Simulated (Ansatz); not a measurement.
# wB97X/def2-TZVPPD run of OSi (SMILES O=[Si])

Aim: the vertical ionisation energy of OSi at wB97X/def2-TZVPPD, from 2 runs. 

The calculation is run with Ansatz 0.2.0.

### Step 1. The molecule

The species is OSi (2 atoms), typed as a singlet with charge 0. SMILES: `O=[Si]`. The shape is that of a PBE0-D4/def2-TZVP optimisation.

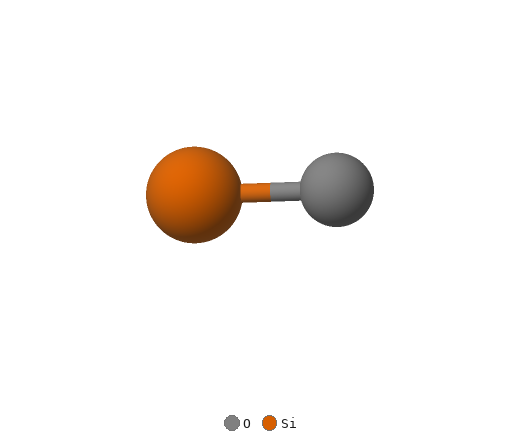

Viewed from a chosen angle; oxygen grey, silicon orange.

### Step 2. The energy at wB97X/def2-TZVPPD

Input file input.yaml:

```yaml
basis:
  gaussian: {orbitals: def2-TZVPPD.json}
crystal:
  periodic: [false, false, false]
  atoms:
    - {symbol: O, position_ang: [-0.640700, 0.231500, -0.324000]}
    - {symbol: Si, position_ang: [0.640700, -0.231500, 0.324000]}
output: {orbitals: {seedname: orbitals}}
accuracy: high
hamiltonian: {xc: {name: wB97X}}
```

The basis set def2-TZVPPD is read from a file made from the Basis Set Exchange's data (not shown).

On the command line:

```
$ ansatz run input.yaml --threads 1 --pin off --max-ram 3480MiB --events-out events.jsonl --progress --plain --runs-dir runs
```

The log of the run:

```text
Warning: RAYON_NUM_THREADS=1 ignored (pool sized by the plan → 1); use --threads N
Functional definition: wB97X
  name "wB97X"
  parameter omega = 0.3/bohr
  parameter cx = 0.157706
  parameter cx1 = 0.726479
  parameter cx2 = 1.04760
  parameter cx3 = -5.70635
  parameter cx4 = 13.2794
  parameter css1 = -4.33879
  parameter css2 = 18.2308
  parameter css3 = -31.7430
  parameter css4 = 17.2901
  parameter cos1 = 2.37031
  parameter cos2 = -11.3995
  parameter cos3 = 6.58405
  parameter cos4 = -3.78132
  exchange = spin_sum(e_x_unif_sr(omega)*poly(b97_u_x, 1 - cx, cx1, cx2, cx3, cx4)) + cx*exact_x_sr(omega)
      + exact_x_lr(omega)
  correlation = spin_sum(e_c_pw_same_spin*poly(b97_u_same, 1, css1, css2, css3, css4))
      + integral(e_c_pw_opposite_spin*poly(b97_u_opposite, 1, cos1, cos2, cos3, cos4))
1168 factors; integrals over basis functions are off by at most 3.9e-9 eV
276 factors; integrals over basis functions are off by at most 2.1e-9 eV
mean field evaluation 1: about -9917.1118 eV, gradient 6.5e1 eV
mean field evaluation 2: about -9888.2157 eV, gradient 1.3e2 eV
mean field evaluation 4: about -9924.9540 eV, gradient 1.3e0 eV
mean field evaluation 8: about -9924.9568 eV, gradient 2.7e-2 eV
mean field evaluation 16: about -9924.9568 eV, gradient 5.9e-6 eV
mean field -9924.95679080 eV, -364.7354346845 hartree, gradient 3.4e-8 eV, S^2 0.000000; 0 other end points of the search recorded, 0 dependent functions left out
reference -9924.95678830 eV, -364.7354345928 hartree; 11, 11 occupied and 77, 77 virtual orbitals, 1168 factors
Total energy: -9924.95678830 eV, -364.7354345928 hartree
```

Wall time 6.9 s (1 thread of Arm Neoverse V2, shared host); peak memory 0.25 GiB.

### Step 3. The doublet cation, same level

Input file in.yaml:

```yaml
crystal:
  periodic: [false, false, false]
  atoms:
    - symbol: O
      position_ang: [-0.640700, 0.231500, -0.324000]
    - symbol: Si
      position_ang: [0.640700, -0.231500, 0.324000]
basis:
  gaussian:
    orbitals: def2-TZVPPD.json
hamiltonian:
  xc: {name: wB97X}
output:
  orbitals: {seedname: orbitals}
accuracy: high
total_charge: 1
magnetization:
  spin_polarized: true
  initial_magnetization: 1
```

The basis set def2-TZVPPD is read from a file made from the Basis Set Exchange's data (not shown).

On the command line:

```
$ ansatz run in.yaml --threads 1 --pin off --max-ram 3480MiB --events-out events.jsonl --progress --plain --runs-dir runs
```

The log of the run, shortened:

```text
Warning: RAYON_NUM_THREADS=1 ignored (pool sized by the plan → 1); use --threads N
[... 2 set-up lines as earlier in the session ...]
[...]
      + exact_x_lr(omega)
[...]
      + integral(e_c_pw_opposite_spin*poly(b97_u_opposite, 1, cos1, cos2, cos3, cos4))
1168 factors; integrals over basis functions are off by at most 3.9e-9 eV
276 factors; integrals over basis functions are off by at most 2.1e-9 eV
[...]
mean field -9913.41544813 eV, -364.3112981644 hartree, gradient 3.1e-8 eV, S^2 0.763865; 1 other end points of the search recorded, 0 dependent functions left out
reference -9913.41544515 eV, -364.3112980550 hartree; 11, 10 occupied and 77, 78 virtual orbitals, 1168 factors
Total energy: -9913.41544515 eV, -364.3112980550 hartree
```

Wall time 28 s (1 thread of Arm Neoverse V2, shared host); peak memory 0.41 GiB.

### Step 4. Summary of results

At wB97X/def2-TZVPPD:

| quantity | value |
| --- | --- |
| singlet OSi: total energy | -364.73543 Eh |
| singlet OSi: HOMO energy | -11.23 eV |
| singlet OSi: LUMO energy | 0.06 eV |
| singlet OSi: HOMO–LUMO gap | 11.29 eV |
| doublet cation: total energy | -364.31130 Eh |
| doublet cation: HOMO energy (highest over α and β) | -20.34 eV |
| doublet cation: LUMO energy (lowest over α and β) | -11.94 eV |
| doublet cation: ⟨S²⟩ | 0.764 |
| vertical ionisation energy (to the doublet cation) | 11.541 eV |

What this shows: Removing an electron at fixed nuclei costs 11.54 eV (1114 kJ/mol). −ε(HOMO) before ionisation, 11.23 eV, is 0.31 eV below this ionisation energy.
